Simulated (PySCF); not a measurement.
Molecule: Bi(F)(OH)2, SMILES [OH][Bi]([F])[OH] (H2BiFO2), singlet. Atoms near the plane z = 0.0 Å, at the PBE0/def2-SVP optimised geometry (x, y, z in Å): Bi1 (-1.2, -1.0, 0.0), F2 (-1.3, 1.0, 0.0), O3 (0.9, -1.0, 0.0), H4 (1.3, -0.2, -0.4).

Computed with PBE0/def2-TZVP, def2 effective core potentials past Kr in PySCF 2.14.0. The core electrons that the potentials of Bi replace are not part of the density. Cells within 0.4 Å of a nucleus heavier than hydrogen are left out (blank, or x). The values are rescaled to run from 0 to 1.

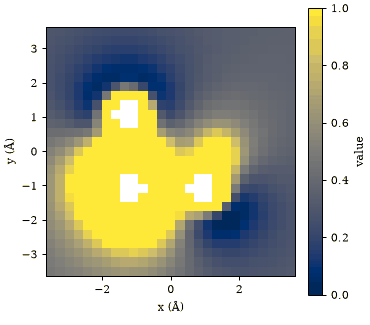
Fig. 1. a field on the plane z = 0.0 Å.

Which quantity is mapped?
A) electrostatic potential
B) deformation density (molecule minus spherical neutral atoms)
C) electron localisation function
D) Laplacian of the electron density

A, electrostatic potential. In full: electrostatic potential (hartree/e), clipped to [-0.08, 0.12].
